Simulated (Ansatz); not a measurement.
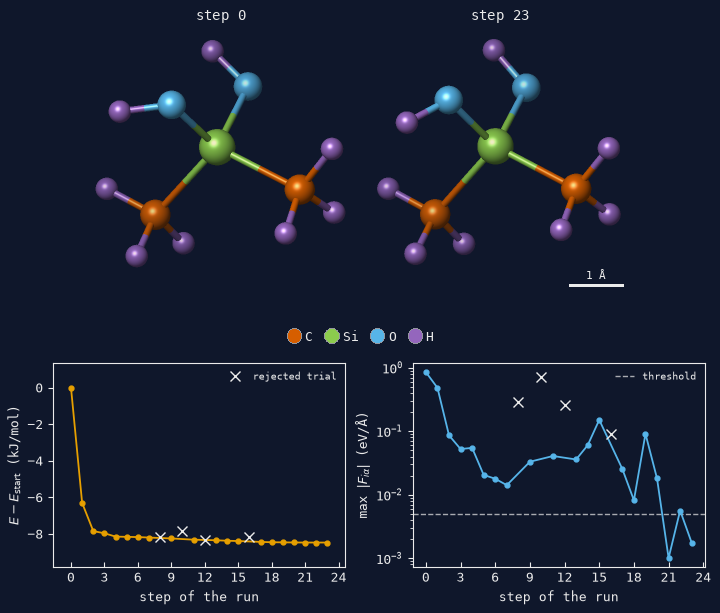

First and last geometry of a relaxation of C2H8O2Si, with the history of the run. A ball-and-stick model, seen at a tilt.

The start comes from PBE-D4/def2-SVP.

The calculation used Ansatz 0.2.0, RKS PBE0-D4/def2-TZVP. Settings: force threshold 0.005 eV/Å; at most 150 steps.

> Did the run converge, and what did it change?

It converged. The energy falls by 8.47 kJ/mol in 19 accepted moves (23 points after the start). The largest force component goes from 0.85 to 0.0018 eV/Å. The line search rejected the trial steps at points 8, 10, 12, 16 of the run. The largest move after the best rigid fit is that of an H atom, 0.35 Å. Largest moves by element: H 0.35 Å, O 0.19 Å, C 0.05 Å, Si 0.04 Å. Among the contacts that change: O–Si 1.685 → 1.644 Å, C–Si 1.887 → 1.866 Å, C–H 1.109 → 1.093 Å, H–O 0.972 → 0.958 Å. Bond angles that change, for instance: O–Si–O 110.0° → 106.7°, Si–O–H 114.4° → 117.4°, C–Si–O 109.0° → 111.7°. Groups turn about O–Si by about 40°. The run took 75 s on 4 threads of Arm Neoverse V2, with other jobs on the host.

| step | E − E(0), kJ/mol | largest force component, eV/Å | note |
| --- | --- | --- | --- |
| 0 | 0.00 | 0.8507 |  |
| 1 | -6.30 | 0.4822 |  |
| 2 | -7.84 | 0.0862 |  |
| 3 | -7.96 | 0.0524 |  |
| 4 | -8.15 | 0.0547 |  |
| 5 | -8.16 | 0.0205 |  |
| 6 | -8.17 | 0.0178 |  |
| 7 | -8.20 | 0.0142 |  |
| 8 | -8.18 | 0.2861 | rejected |
| 9 | -8.25 | 0.0331 |  |
| 10 | -7.81 | 0.7072 | rejected |
| 11 | -8.31 | 0.0407 |  |
| 12 | -8.30 | 0.2556 | rejected |
| 13 | -8.34 | 0.0359 |  |
| 14 | -8.37 | 0.0602 |  |
| 15 | -8.39 | 0.1508 |  |
| 16 | -8.19 | 0.0908 | rejected |
| 17 | -8.43 | 0.0254 |  |
| 18 | -8.45 | 0.0082 |  |
| 19 | -8.46 | 0.0911 |  |
| 20 | -8.47 | 0.0181 |  |
| 21 | -8.47 | 0.0010 |  |
| 22 | -8.47 | 0.0056 |  |
| 23 | -8.47 | 0.0018 |  |
